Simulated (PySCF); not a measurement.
Potential energy curve for H2 (cation, charge +1), doublet.

Methods: NEVPT2 = SC-NEVPT2 on CASSCF(1,2)/cc-pVDZ, all electrons correlated (PySCF 2.14.0); UMP2/6-31G* = PySCF with unrestricted MP2 (frozen core)/6-31G*, spherical d; CASSCF(1,2)/cc-pVDZ (PySCF).

Energies are in kcal/mol, each relative to the lowest point of its own curve near equilibrium.

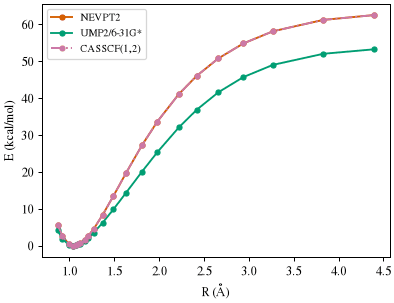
Energy against bond length for each method.

```tsv
R / Å	NEVPT2	UMP2/6-31G*	CASSCF(1,2)
0.87	5.7	4.1	5.7
0.92	2.7	1.8	2.7
0.99	0.5	0.3	0.5
1.04	0.0	0.0	0.0
1.07	0.1	0.1	0.1
1.10	0.3	0.3	0.3
1.12	0.6	0.5	0.6
1.17	1.6	1.3	1.6
1.21	2.6	2.1	2.6
1.27	4.5	3.5	4.5
1.37	8.3	6.2	8.3
1.49	13.5	9.8	13.5
1.63	19.7	14.3	19.7
1.81	27.3	20.1	27.3
1.98	33.7	25.4	33.7
2.22	41.1	32.1	41.1
2.42	46.1	36.9	46.1
2.66	50.8	41.6	50.8
2.94	54.9	45.7	54.9
3.27	58.2	49.0	58.2
3.83	61.2	52.0	61.2
4.40	62.5	53.3	62.5
```
